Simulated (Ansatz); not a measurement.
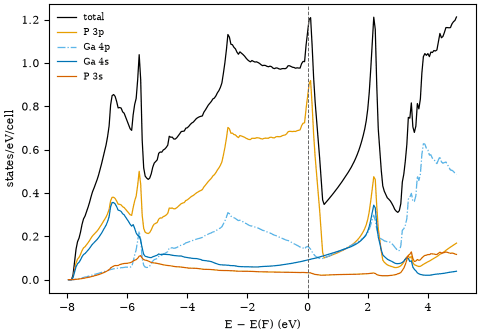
Total and projected density of states of GaP (rock salt, Fm-3m), the program Ansatz at the PBE level (PAW)

Problem. Which orbitals carry the states next to the Fermi level?

Solution. Within 0.5 eV of the Fermi level: P 3p 70 %, Ga 4p 15 %, Ga 4s 10 %. Projections are on Löwdin-orthogonalised atomic valence shells; empty p or d shells of many metals are not among them.

Problem. Where is the tallest occupied peak in this window, and what makes it?

Solution. Near -2.6 eV, about 1.1 states/eV per cell; the largest projected share is P 3p.

The start of the workflow was typed in or built on a structure type; neither database checked (COD, Materials Project) lists it. It is not the phase usual at ambient conditions (space group No. 216). The PBE relaxation kept the symmetry of its start; its stability against distortions is not shown here. Scalar-relativistic: spin–orbit coupling is off unless named, which matters more the heavier the elements.

Potentials: the earlier of the program's two PAW sets.
